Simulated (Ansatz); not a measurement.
## Electronic structure of CH3Cl2FHf in real space

Input

```
crystal:
  periodic: [false, false, false]
  atoms:
    - { symbol: Hf, position_ang: [0.231999, 0.043084, -1.009532] }
    - { symbol: F, position_ang: [1.773895, 1.42874, -0.297647] }
    - { symbol: C, position_ang: [-0.336391, -0.122221, 1.054081] }
    - { symbol: H, position_ang: [0.479262, 0.581069, 1.264642] }
    - { symbol: Cl, position_ang: [-1.587085, 0.92107, -2.200739] }
    - { symbol: Cl, position_ang: [0.902925, -2.078234, -1.749713] }
    - { symbol: H, position_ang: [-1.307109, 0.311737, 1.366346] }
    - { symbol: H, position_ang: [-0.157497, -1.085246, 1.572563] }
basis:
  gaussian: { orbitals: def2-SVP }
hamiltonian:
  xc: pbe
relax:
  f_tol: 0.03
  max_steps: 50
output:
  orbitals: {}
```

Launched as:

```sh
ansatz run input.yaml --threads 2 --pin off --max-ram 3072MiB --backend cpu --events-out ev --progress --plain --runs-dir out
```

The fields are those of the run's last geometry, not of the input's.

Core potentials replace the inner electrons of Hf.

Theory: RKS PBE/def2-SVP (Ansatz).

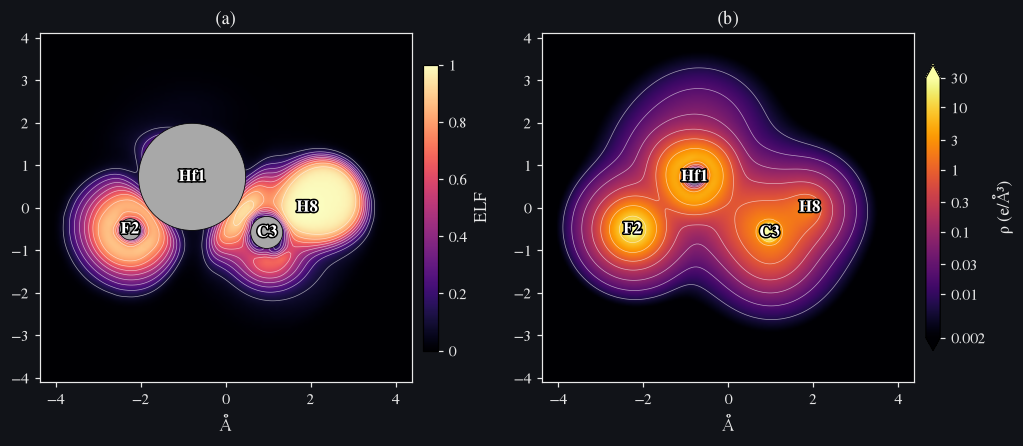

Figure 1. (a) electron localisation function; (b) electron density on the plane of atoms F2, Hf1 and C3. Grey discs cover the atomic cores in the ELF map.

Q: Interpret the plot.

A: The section cuts through Hf, F, C and H sites. Hf–F (1.91 Å): ρ at the midpoint is about 0.89 e/Å³; the ELF peaks at about 0.85 in the valence shell of F, 0.5 Å from its nucleus, and drops to about 0.20 between the two atoms. C–Hf (2.19 Å): ρ at the midpoint is about 0.74 e/Å³; the ELF peaks at about 0.95 in the valence shell of C, 0.7 Å from its nucleus, and is about 0.50 at the midpoint. C–H (1.11 Å): ρ at the midpoint is about 1.8 e/Å³; the ELF climbs to about 1 towards the hydrogen, as it does in any bond to H (an ordinary covalent bond to hydrogen).

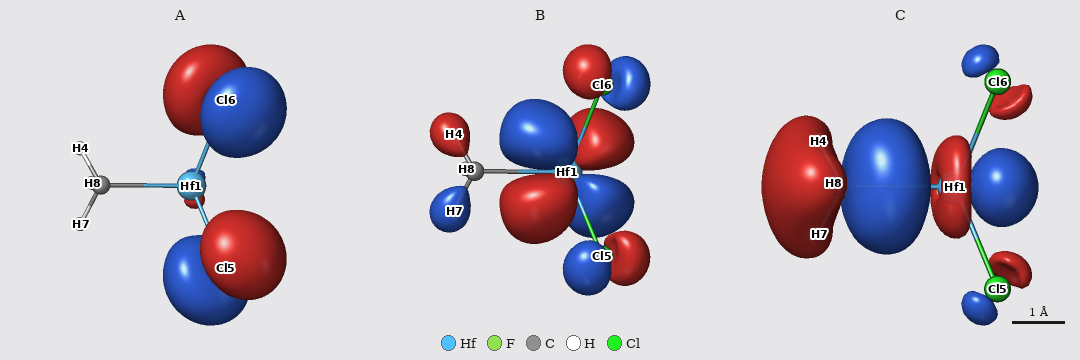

Figure 2. Three frontier orbitals at ±0.1 Å⁻³ᐟ² (blue and red are the two phases), in no order.

Q: Order the three orbitals by energy and name them.

A: A is the HOMO−1 (−8.09 eV). Its weight (Hirshfeld) is mainly on Cl6 (about 45 %) and Cl5 (about 45 %); largely a combination of lone pairs on Cl6 and Cl5. C is the HOMO (−7.28 eV). It lies mainly on C3 (about 50 %) and Hf1 (about 30 %). B is the LUMO (−2.48 eV). Its weight (Hirshfeld) is mainly on Hf1 (about 70 %), Cl5 (about 10 %) and Cl6 (about 10 %).

Q: What is the HOMO–LUMO gap?

A: 4.80 eV between the orbital energies.

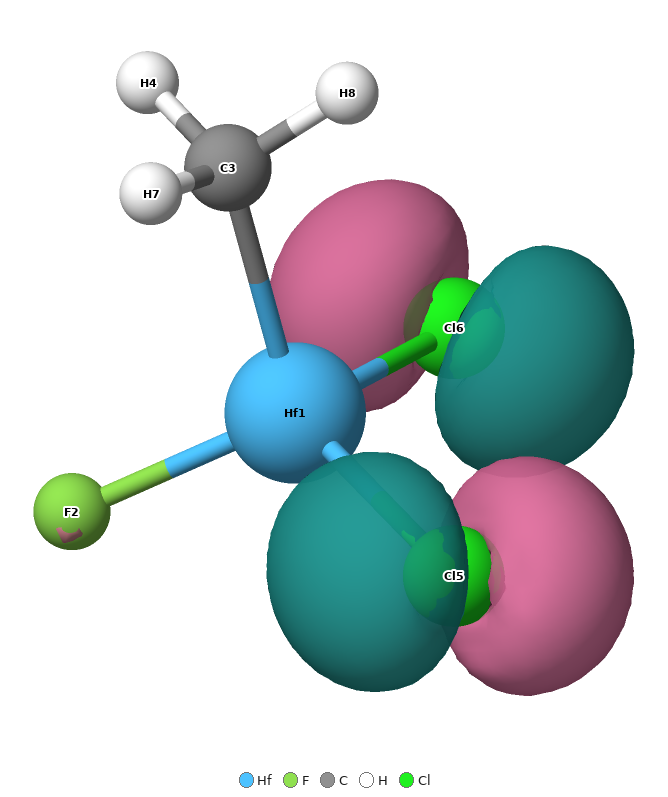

Figure 3. The HOMO−1 at ±0.15 Å⁻³ᐟ² (teal and pink are the two phases), seen at an oblique angle.

Q: What is the character of this orbital?

A: It lies mainly on Cl6 (about 45 %) and Cl5 (about 45 %); largely a combination of lone pairs on Cl6 and Cl5. Its energy is −8.09 eV.
